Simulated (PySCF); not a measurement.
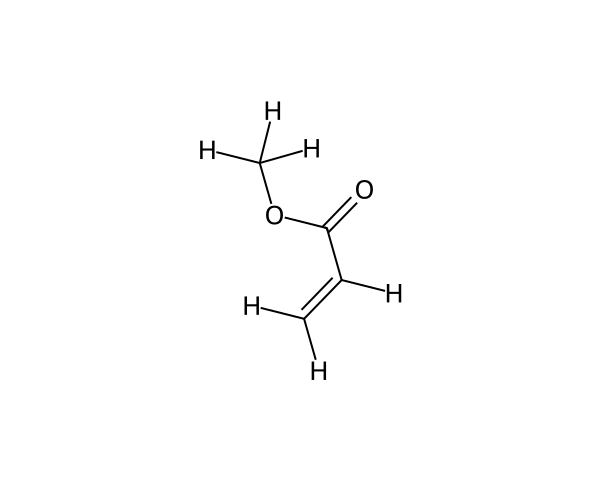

A structural formula.

**Transcribe the drawing into SMILES.**

C=CC(=O)OC

**Give the formula, hydrogens included.**

C4H6O2.

The parts below concern this one geometry. Atoms keep their numbers from picture to picture. The computed structure is the end point of a PBE0-D3(BJ)/def2-SVP optimisation. No frequency run is at hand to confirm it as a minimum.

### Shape

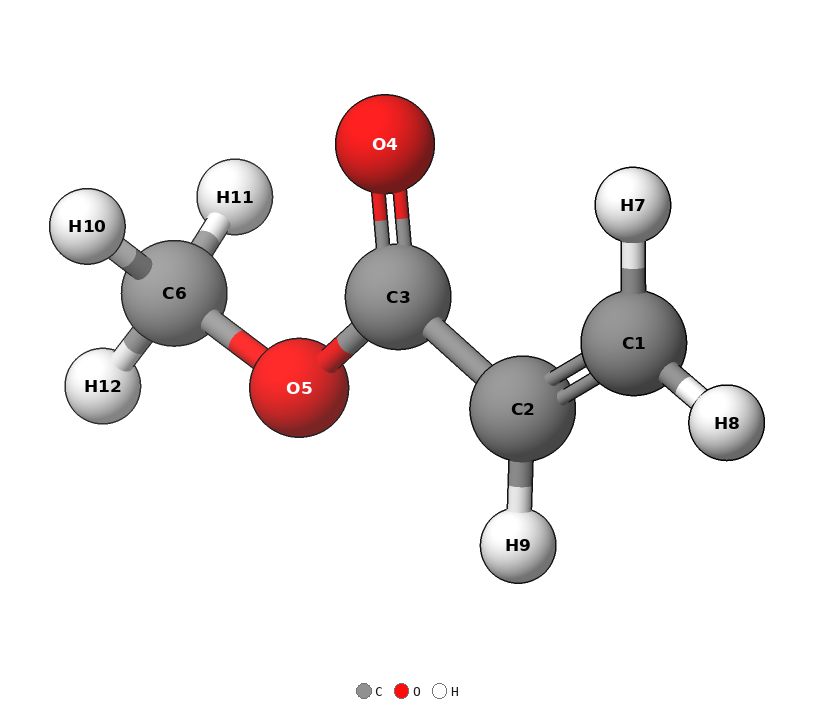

Numbered structure. No frequency run is at hand to confirm it as a minimum.

List the bonds and their lengths.

```
  bond  length (Å)   order
 C1–C2       1.334  double
 C1–H7       1.094  single
 C1–H8       1.092  single
 C2–C3       1.482  single
 C2–H9       1.093  single
 C3–O4       1.205  double
 C3–O5       1.340  single
 O5–C6       1.415  single
C6–H10       1.100  single
C6–H11       1.100  single
C6–H12       1.096  single
```

### Levels of theory compared

No frequency run is at hand to confirm it as a minimum. Program: PySCF 2.14.0.

Tabulate HOMO energy (eV), dipole (D), HOMO–LUMO gap (eV) at these levels: BHandHLYP/aug-pcX-1 (pcseg-1 on H); CAM-B3LYP/def2-SVPD; CAM-B3LYP/def2-SVPD in acetone (IEF-PCM); CAM-B3LYP/def2-SVPD in chloroform (IEF-PCM); PBE0/pcSseg-1 in acetone (IEF-PCM); PBE0/pcSseg-1 in chloroform (IEF-PCM); PBE0/pcSseg-1 in tetrahydrofuran (IEF-PCM); WP04/pcSseg-1 in chloroform (IEF-PCM); ωB97X-D/pcSseg-1 in chloroform (IEF-PCM).

```
                                      level  HOMO energy (eV)  dipole (D)  HOMO–LUMO gap (eV)
         BHandHLYP/aug-pcX-1 (pcseg-1 on H)             −9.29        1.65                8.88
                        CAM-B3LYP/def2-SVPD             −9.65        1.63                9.34
   CAM-B3LYP/def2-SVPD in acetone (IEF-PCM)             −9.63        2.15                9.30
CAM-B3LYP/def2-SVPD in chloroform (IEF-PCM)             −9.63        2.01                9.31
         PBE0/pcSseg-1 in acetone (IEF-PCM)             −8.28        1.96                6.90
      PBE0/pcSseg-1 in chloroform (IEF-PCM)             −8.27        1.85                6.90
 PBE0/pcSseg-1 in tetrahydrofuran (IEF-PCM)             −8.28        1.90                6.90
      WP04/pcSseg-1 in chloroform (IEF-PCM)             −9.32        1.88                5.76
   ωB97X-D/pcSseg-1 in chloroform (IEF-PCM)            −10.15        1.85               10.59
```

### Polarisability

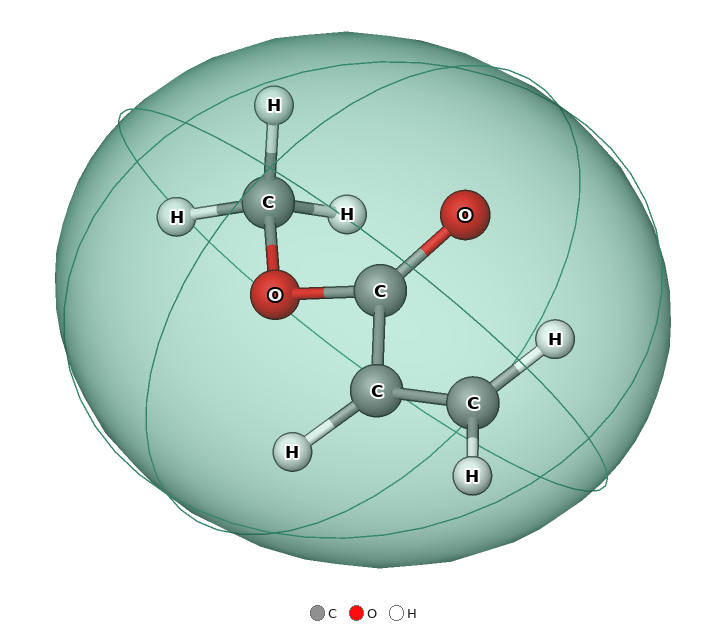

The ellipsoid shows the static dipole polarisability: its half-axes are proportional to the principal values. No frequency run is at hand to confirm it as a minimum. Computed with CAM-B3LYP/def2-SVPD in chloroform (IEF-PCM) (PySCF 2.14.0).

**How large and how anisotropic is the polarisability?**

Principal values 48.3, 65.8, 94.4 bohr³; mean 69.5 bohr³ (10.30 Å³); anisotropy 40.3 bohr³, so the longest axis is 1.96 times the shortest.

### Excitation

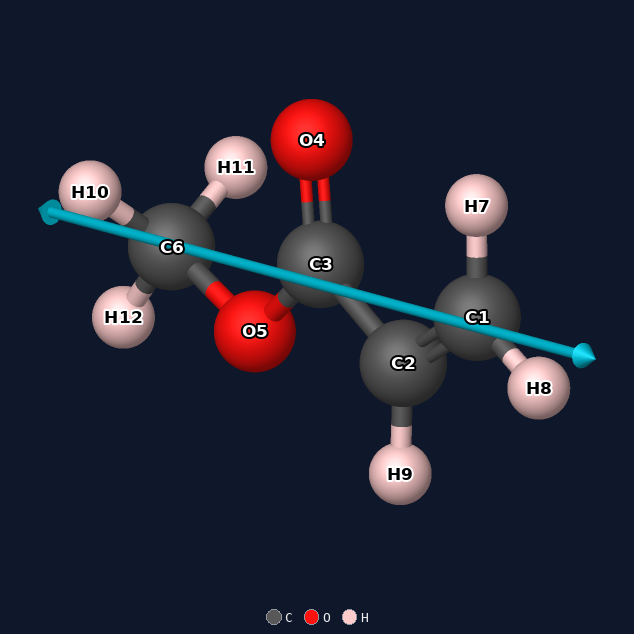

The double arrow shows the direction of the transition dipole to excited singlet state 2 (its length means nothing). No frequency run is at hand to confirm it as a minimum. Method: TDDFT CAM-B3LYP/def2-SVPD, vertical, gas phase, core orbitals frozen in the response (PySCF 2.14.0).

**How is the transition polarised?**

Close to the long direction C1···C6.

**Give its energy, strength and character.**

6.47 eV (192 nm), oscillator strength 0.33, mainly HOMO → LUMO (weight 0.96); transition dipole 3.66 D.
